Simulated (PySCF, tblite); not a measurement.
**C5H8F3PSi: geometry, infrared bands and NMR shifts**

Wanted: the infrared bands and NMR shifts of C5H8F3PSi (`CC([SiH3])=C=PCC(F)(F)F`), by calculation.

Computed with tblite 0.8.0 and PySCF 2.14.0, with density-fitted response routines of our own, on a single molecule in the gas phase. Atoms count from 0, in the outputs and in this text.

### 1 The starting structure

18 atoms, charge 0, multiplicity 1; geometry from: force field or distance geometry start.

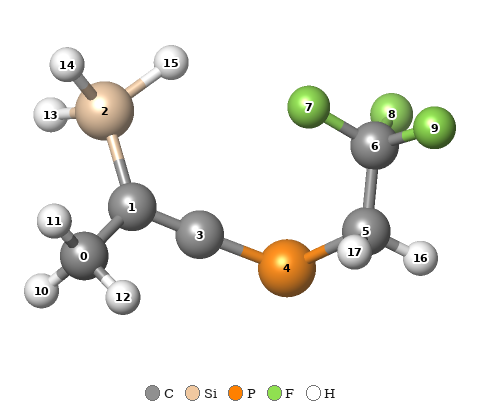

The starting geometry (carbon grey, silicon light orange, phosphorus orange, fluorine green, hydrogen white), atoms numbered.

### 2 Optimising the geometry with GFN2-xTB

Job settings and geometry (Å):

```
{"job": {"kind": "relax", "xc": "GFN2-xTB", "basis": "xTB"}, "charge": 0, "multiplicity": 1}
C      2.358100     1.318800    -0.290700
C      1.554100     0.082200    -0.136800
Si     1.904900    -1.270200     1.044300
C      0.509600    -0.028000    -0.901600
P     -0.849100    -0.171400    -1.843700
C     -2.396000     0.380400    -0.999200
C     -2.714200    -0.341100     0.253100
F     -1.732300    -0.229700     1.223900
F     -2.913700    -1.706500     0.055300
F     -3.870800     0.221700     0.777900
H      3.215700     1.191300    -0.943400
H      2.698700     1.722900     0.689100
H      1.720700     2.112800    -0.745800
H      2.960600    -2.191000     0.577300
H      2.314200    -0.704700     2.354100
H      0.729000    -2.103500     1.364700
H     -3.215800     0.262800    -1.719500
H     -2.282500     1.459400    -0.770800
```

Run with:

```sh
OMP_NUM_THREADS=1 python probes_run.py task.json out
```

The driver reads the jobs from task.json and runs them one after another.

The program printed:

```text
step      E/eV     max force
  0    -902.07295    2.381
  1    -902.39057    1.591
  2    -902.49969    1.512
  3    -902.55271    0.734
  4    -902.58490    0.417
  5    -902.60145    0.237
  6    -902.60960    0.206
  7    -902.62346    0.325
  8    -902.63764    0.316
  9    -902.65167    0.233
 10    -902.66189    0.214
 11    -902.67011    0.212
 12    -902.67692    0.191
 13    -902.68193    0.147
 14    -902.68541    0.132
 15    -902.68845    0.121
 16    -902.69169    0.150
 17    -902.69496    0.155
 18    -902.69757    0.133
 19    -902.69921    0.077
 20    -902.70028    0.085
 21    -902.70136    0.106
 22    -902.70271    0.093
 23    -902.70415    0.103
 24    -902.70528    0.086
 25    -902.70597    0.062
 26    -902.70643    0.054
 27    -902.70688    0.052
 28    -902.70730    0.050
 29    -902.70762    0.036
 30    -902.70787    0.035
 31    -902.70813    0.044
 32    -902.70847    0.056
 33    -902.70891    0.053
 34    -902.70945    0.058
 35    -902.71018    0.066
 36    -902.71113    0.079
 37    -902.71215    0.073
 38    -902.71293    0.059
 39    -902.71355    0.063
 40    -902.71437    0.075
 41    -902.71556    0.116
 42    -902.71707    0.122
 43    -902.71858    0.107
 44    -902.71989    0.081
 45    -902.72114    0.075
 46    -902.72255    0.108
 47    -902.72400    0.095
 48    -902.72458    0.086
 49    -902.72437    0.158
 50    -902.72555    0.053
 51    -902.72586    0.047
 52    -902.72664    0.045
 53    -902.72701    0.048
 54    -902.72740    0.056
 55    -902.72775    0.057
 56    -902.72820    0.048
 57    -902.72871    0.050
 58    -902.72921    0.051
 59    -902.72958    0.039
 60    -902.72981    0.038
 61    -902.72999    0.035
 62    -902.73022    0.042
 63    -902.73048    0.041
 64    -902.73069    0.039
 65    -902.73081    0.036
 66    -902.73092    0.025
 67    -902.73104    0.023
 68    -902.73114    0.021
 69    -902.73122    0.020
 70    -902.73130    0.018
 71    -902.73139    0.021
 72    -902.73152    0.029
 73    -902.73167    0.035
 74    -902.73186    0.037
 75    -902.73207    0.039
 76    -902.73230    0.042
 77    -902.73253    0.038
 78    -902.73275    0.043
 79    -902.73301    0.043
 80    -902.73334    0.034
 81    -902.73371    0.034
 82    -902.73400    0.030
 83    -902.73420    0.030
 84    -902.73430    0.048
 85    -902.73451    0.032
 86    -902.73475    0.033
 87    -902.73499    0.028
 88    -902.73507    0.020
 89    -902.73514    0.016
 90    -902.73520    0.018
 91    -902.73527    0.018
 92    -902.73532    0.016
 93    -902.73535    0.014
 94    -902.73539    0.012
 95    -902.73542    0.013
 96    -902.73547    0.017
 97    -902.73552    0.022
 98    -902.73559    0.024
 99    -902.73568    0.022
100    -902.73577    0.026
101    -902.73589    0.026
102    -902.73604    0.025
103    -902.73622    0.027
104    -902.73640    0.027
105    -902.73659    0.025
106    -902.73678    0.025
107    -902.73697    0.027
108    -902.73716    0.029
109    -902.73736    0.031
110    -902.73754    0.048
111    -902.73761    0.061
112    -902.73782    0.055
113    -902.73794    0.020
114    -902.73802    0.017
115    -902.73807    0.015
116    -902.73812    0.014
117    -902.73816    0.013
118    -902.73821    0.013
119    -902.73825    0.015
120    -902.73829    0.018
121    -902.73834    0.017
122    -902.73840    0.021
123    -902.73846    0.022
124    -902.73851    0.017
125    -902.73857    0.020
126    -902.73864    0.031
127    -902.73874    0.037
128    -902.73885    0.032
129    -902.73895    0.020
130    -902.73902    0.014
131    -902.73907    0.018
132    -902.73912    0.022
133    -902.73914    0.014
134    -902.73919    0.013
135    -902.73922    0.014
136    -902.73926    0.018
137    -902.73929    0.016
138    -902.73933    0.015
139    -902.73938    0.015
140    -902.73944    0.023
141    -902.73950    0.022
142    -902.73955    0.014
143    -902.73958    0.009
```

Run time: 1.3 s. Hardware: 1 thread of Arm Neoverse V1, shared host.

The steps of the relaxation: (not every step is listed)

| step | energy from step 0 (eV) | largest force (eV/Å) |
| --- | --- | --- |
| 0 | 0.0000 | 2.3814 |
| 1 | -0.3176 | 1.5905 |
| 2 | -0.4267 | 1.5119 |
| 3 | -0.4798 | 0.7338 |
| 4 | -0.5119 | 0.4168 |
| 5 | -0.5285 | 0.2366 |
| 6 | -0.5367 | 0.2063 |
| 7 | -0.5505 | 0.3249 |
| 8 | -0.5647 | 0.3156 |
| 21 | -0.6284 | 0.1060 |
| 34 | -0.6365 | 0.0579 |
| 47 | -0.6511 | 0.0945 |
| 60 | -0.6569 | 0.0378 |
| 73 | -0.6587 | 0.0354 |
| 86 | -0.6618 | 0.0333 |
| 99 | -0.6627 | 0.0224 |
| 112 | -0.6649 | 0.0551 |
| 125 | -0.6656 | 0.0196 |
| 138 | -0.6664 | 0.0149 |
| 139 | -0.6664 | 0.0146 |
| 140 | -0.6665 | 0.0225 |
| 141 | -0.6666 | 0.0224 |
| 142 | -0.6666 | 0.0139 |
| 143 | -0.6666 | 0.0088 |

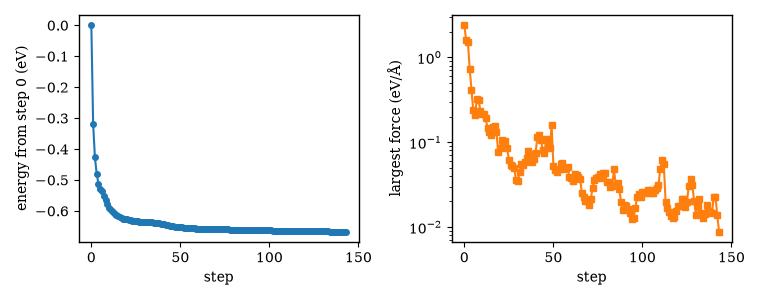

Energy and force, step by step.

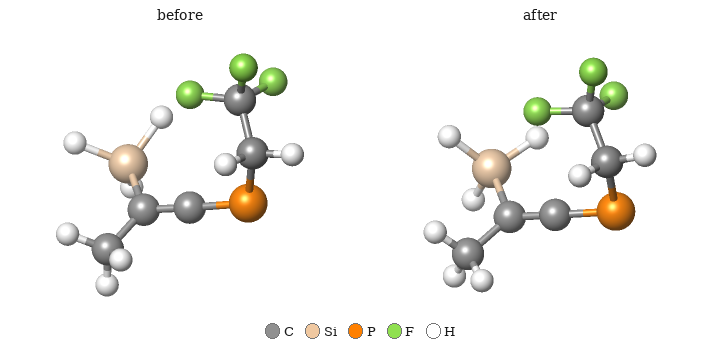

Before and after, at one scale.

Close pairs (by a distance rule), those that changed most:

| bond | before (Å) | after (Å) | change (Å) |
| --- | --- | --- | --- |
| C1–Si2 | 1.829 | 1.911 | +0.081 |
| P4–C5 | 1.847 | 1.910 | +0.063 |
| C6–F8 | 1.394 | 1.343 | -0.051 |
| C6–F7 | 1.385 | 1.343 | -0.042 |
| C6–F9 | 1.389 | 1.349 | -0.041 |
| C0–H12 | 1.115 | 1.088 | -0.027 |
| C0–H11 | 1.113 | 1.089 | -0.024 |
| C5–C6 | 1.480 | 1.503 | +0.023 |

The end geometry stands in the next job.

### 3 Harmonic vibrations with GFN2-xTB

Job settings and geometry (Å):

```
{"job": {"kind": "ir", "xc": "GFN2-xTB", "basis": "xTB"}, "charge": 0, "multiplicity": 1}
C      2.287381     1.251369    -0.277576
C      1.357303     0.074303    -0.277959
Si     1.728709    -1.298227     0.998117
C      0.313074    -0.017746    -1.038075
P     -0.959112    -0.333332    -2.028061
C     -2.343575     0.444795    -0.967129
C     -2.473274    -0.262379     0.352759
F     -1.496001     0.047784     1.219874
F     -2.456947    -1.599369     0.229102
F     -3.627377     0.036771     0.983178
H      3.308825     0.913509    -0.445044
H      2.251130     1.745721     0.692305
H      2.019045     1.968216    -1.050911
H      3.111836    -1.718160     0.746801
H      1.619034    -0.686856     2.323111
H      0.795884    -2.402210     0.811654
H     -3.290281     0.339091    -1.501440
H     -2.154414     1.503040    -0.782362
```

The program printed:

```text
mode    cm-1     km/mol
  1      12.4      1.25
  2      53.0      1.00
  3      57.8      0.24
  4      80.8      0.11
  5      89.3      0.47
  6     112.0      1.19
  7     127.4      0.78
  8     163.8      0.85
  9     221.3      2.20
 10     269.5      0.26
 11     326.1      1.42
 12     331.6      6.58
 13     400.4     12.07
 14     427.4      7.09
 15     471.6      5.80
 16     477.2      7.86
 17     516.4     27.28
 18     549.4     62.28
 19     560.5      4.72
 20     576.9     32.05
 21     696.4     21.42
 22     760.9    167.72
 23     773.9    182.30
 24     776.3    497.79
 25     797.6     20.83
 26     826.0     14.43
 27     867.6     34.72
 28     977.3    132.88
 29    1008.8     20.48
 30    1019.5    292.16
 31    1098.0     10.87
 32    1118.5     23.13
 33    1156.6    129.31
 34    1178.6     95.48
 35    1209.6    137.21
 36    1388.3      1.77
 37    1412.0      9.47
 38    1475.0      5.96
 39    1476.2      3.56
 40    1835.1    141.70
 41    2235.6    307.63
 42    2268.6    248.51
 43    2322.8    237.26
 44    2981.6      1.08
 45    2987.1      1.27
 46    3005.5     19.09
 47    3017.1     20.57
 48    3028.7     20.67
```

Run time: 0.88 s. Hardware: 1 thread of Arm Neoverse V1, shared host.

The strongest bands and the atoms that carry them (share of the mass-weighted mode):

| cm⁻¹ | km/mol | atoms |
| --- | --- | --- |
| 761 | 167.7 | H15 52 %, H14 42 % |
| 774 | 182.3 | H13 57 %, H14 30 % |
| 776 | 497.8 | H13 37 %, H15 32 %, H14 22 % |
| 1020 | 292.2 | C6 61 %, F9 18 % |
| 1835 | 141.7 | C3 61 %, C1 36 % |
| 2236 | 307.6 | H13 97 % |
| 2269 | 248.5 | H14 96 % |
| 2323 | 237.3 | H15 96 % |

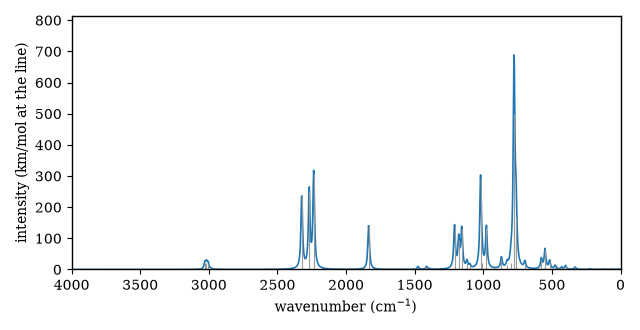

The infrared spectrum from these modes, unscaled. Lines are broadened to a width of 14 cm⁻¹ (Lorentzian).

### 4 NMR shieldings: PBE0/pcSseg-1

The job, as its differences from that of step 3:

```diff
@@ -1,2 +1,2 @@
-{"job": {"kind": "ir", "xc": "GFN2-xTB", "basis": "xTB"}, "charge": 0, "multiplicity": 1}
+{"job": {"kind": "nmr", "xc": "PBE0", "basis": "pcSseg-1"}, "charge": 0, "multiplicity": 1}
 C      2.287381     1.251369    -0.277576
```

With the program's defaults for keys left out, this is: GIAO PBE0/pcSseg-1 NMR shielding, non-relativistic, gas phase.

The program printed:

```text
coarse grid: 16896 points
cycle   1  E = -1124.6113009976  dE =  1.269e+00  |g| = 9.050e-01  |ddm| = 3.948e+00
cycle   2  E = -1124.4481699581  dE =  1.631e-01  |g| = 1.350e+00  |ddm| = 1.295e+00
cycle   3  E = -1124.7525628098  dE = -3.044e-01  |g| = 1.356e-01  |ddm| = 8.767e-01
cycle   4  E = -1124.7559979414  dE = -3.435e-03  |g| = 8.206e-02  |ddm| = 2.363e-01
cycle   5  E = -1124.7579306976  dE = -1.933e-03  |g| = 2.048e-02  |ddm| = 1.045e-01
cycle   6  E = -1124.7580275024  dE = -9.680e-05  |g| = 4.796e-03  |ddm| = 2.275e-02
cycle   7  E = -1124.7580327586  dE = -5.256e-06  |g| = 1.901e-03  |ddm| = 6.703e-03
final grid: 157680 points
cycle   8  E = -1124.8356422105  dE = -4.078e-05  |g| = 9.707e-03  |ddm| = 3.292e-02
cycle   9  E = -1124.8355982621  dE =  4.395e-05  |g| = 1.627e-02  |ddm| = 2.280e-02
cycle  10  E = -1124.8356640154  dE = -6.575e-05  |g| = 2.338e-03  |ddm| = 1.656e-02
cycle  11  E = -1124.8356654687  dE = -1.453e-06  |g| = 4.372e-04  |ddm| = 2.676e-03
cycle  12  E = -1124.8356655093  dE = -4.057e-08  |g| = 1.526e-04  |ddm| = 4.905e-04
cycle  13  E = -1124.8356655131  dE = -3.771e-09  |g| = 5.151e-05  |ddm| = 1.504e-04
cycle  14  E = -1124.8356655138  dE = -6.853e-10  |g| = 1.970e-05  |ddm| = 7.469e-05
converged SCF energy = -1124.8356655138

GIAO shielding tensors (ppm)
atom      isotropic    diamagn.    paramagn.     s11        s22        s33       span
  0 C      165.561     246.184     -80.622    155.007    158.693    182.985     27.978
  1 C       70.072     268.830    -198.757    -36.841     94.461    152.597    189.438
  2 Si     407.103     881.604    -474.502    364.776    399.842    456.690     91.914
  3 C      -78.558     267.402    -345.960   -187.404    -61.003     12.732    200.136
  4 P      310.317     969.312    -658.996    148.264    321.014    461.672    313.408
  5 C      153.597     256.792    -103.195    138.750    151.390    170.652     31.902
  6 C       50.619     239.408    -188.789     43.771     51.254     56.833     13.062
  7 F      249.635     481.965    -232.330    168.974    246.256    333.674    164.700
  8 F      246.961     476.422    -229.461    166.693    244.296    329.894    163.201
  9 F      233.372     469.327    -235.955    143.031    218.690    338.394    195.363
 10 H       29.860      28.050       1.810     25.450     27.878     36.253     10.803
 11 H       29.652      29.995      -0.343     25.661     28.154     35.142      9.480
 12 H       29.465      29.792      -0.327     25.425     28.415     34.556      9.131
 13 H       27.395      29.354      -1.958     24.135     25.601     32.450      8.315
 14 H       27.280      30.256      -2.976     24.726     25.594     31.520      6.795
 15 H       27.378      30.264      -2.885     23.820     27.264     31.052      7.232
 16 H       29.572      28.737       0.835     24.863     28.436     35.417     10.554
 17 H       28.851      32.128      -3.277     25.038     27.949     33.567      8.529
```

Wall time 46 s (1 thread of Arm Neoverse V1, shared host); peak memory 1.1 GiB.

The references, computed at this level on geometries of the same kind, shield at (ppm): 1H TMS 31.72, 13C TMS 186.9, 29Si TMS 349.2, 19F CFCl3 170.9, 31P H3PO4 318.4. Their shielding less the atom's gives the shift. The references are single molecules in the gas phase, so shifts against H2O, NH3, PH3, H3PO4 or CFCl3 are not on the usual liquid scales and can be off by tens of ppm. Atoms listed in one row are averaged.

| atoms | environment | σ (ppm) | δ (ppm) | δ scaled to CDCl3 |
| --- | --- | --- | --- | --- |
| C3 | cumulene carbon | -78.6 | 265.5 | 257.2 |
| C6 | CF3 carbon | 50.6 | 136.3 | 131.1 |
| C1 | fully substituted alkene carbon | 70.1 | 116.9 | 112.1 |
| C5 | sp3 CH2 bonded to P | 153.6 | 33.3 | 30.6 |
| C0 | allylic methyl carbon | 165.6 | 21.4 | 18.9 |
| H13, H14, H15 | hydrogen on a silicon bonded to C | 27.35 | 4.37 | – |
| H16, H17 | hydrogen on an sp3 CH2 bonded to P | 29.21 | 2.51 | 2.47 |
| H10, H11, H12 | hydrogen on an allylic methyl carbon | 29.66 | 2.06 | 2.05 |
| Si2 | silicon bonded to C, 3 H | 407.1 | -57.9 | – |
| P4 | phosphorus bonded to 2 C | 310.3 | 8.1 | – |
| F7, F8, F9 | fluorine of a CF3 group | 243.3 | -72.4 | – |

The scaled column applies a straight-line fit of computed shieldings to shifts measured in CDCl3, and one for carbons that bear F (root-mean-square error 0.16 ppm for H, 1.9 ppm for C).

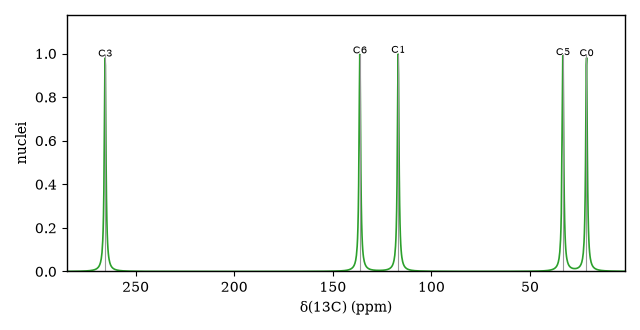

13C lines at the computed shifts, without couplings. Lines are broadened to a width of 0.98 ppm (Lorentzian).

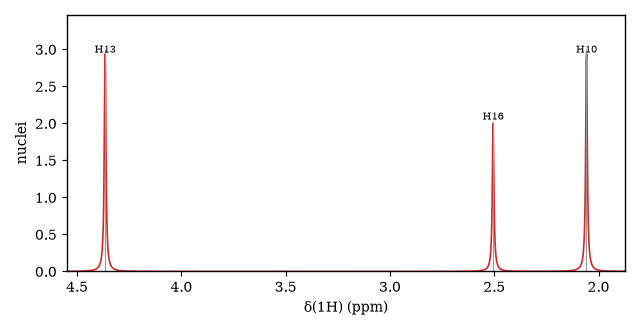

1H lines at the computed shifts, without couplings. Lines are broadened to a width of 0.01 ppm (Lorentzian).

Charges from the same density, by scheme (e):

| atoms | Mulliken | IAO | Hirshfeld | ESP fit |
| --- | --- | --- | --- | --- |
| C0 | -0.18 | -0.41 | -0.11 | -0.44 |
| C1 | -0.54 | -0.25 | -0.08 | 0.03 |
| Si2 | 0.58 | 0.63 | 0.32 | 0.36 |
| C3 | -0.19 | -0.25 | -0.08 | -0.05 |
| P4 | 0.33 | 0.32 | 0.07 | -0.16 |
| C5 | -0.50 | -0.48 | -0.14 | -0.01 |
| C6 | 0.78 | 0.81 | 0.26 | 0.47 |
| F7, F8, F9 | -0.27 | -0.29 | -0.10 | -0.19 |

Mulliken charges:

C0 -0.18; C1 -0.54; Si2 0.58; C3 -0.19; P4 0.33; C5 -0.50; C6 0.78; F7 -0.27; F8 -0.27; F9 -0.27; H10 0.13; H11 0.14; H12 0.13; H13 -0.09; H14 -0.07; H15 -0.06; H16 0.17; H17 0.18

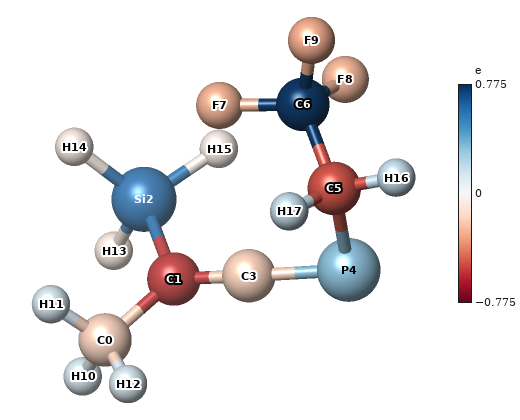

Mulliken charges, as colours on the atoms.

Mayer bond orders: C0–C1 1.05, C1–Si2 0.80, C1–C3 1.86, C3–P4 1.80, P4–C5 0.87, C5–C6 1.01, C6–F7 0.98, C6–F8 0.99, C6–F9 1.00.

### 5 Summary of results

| quantity | value |
| --- | --- |
| strongest single infrared mode (GFN2-xTB) | 776 cm⁻¹, 498 km/mol |
| zero-point energy (GFN2-xTB) | 70.8 kcal/mol |
| 13C shifts against TMS (PBE0/pcSseg-1) | 265.5, 136.3, 116.9, 33.3, 21.4 ppm |
| 1H shifts against TMS (PBE0/pcSseg-1, means over atoms taken as alike) | 4.37, 2.51, 2.06 ppm |
| 29Si shifts against TMS (PBE0/pcSseg-1) | -57.9 ppm |
| 31P shifts against H3PO4 (PBE0/pcSseg-1) | 8.1 ppm |
| 19F shifts against CFCl3 (PBE0/pcSseg-1, means over atoms taken as alike) | -72.4 ppm |

Over 143 steps the energy fell by 0.667 eV; of the close pairs, C1–Si2 changed most, 1.829 to 1.911 Å. No mode is imaginary among the 48: a minimum at this level. Unscaled tight-binding wavenumbers are off by several per cent, some by more. Its intensities can rank the bands wrongly. At PBE0/pcSseg-1: Shielding is most anisotropic at P4 (span 313 ppm, paramagnetic term -659 ppm).
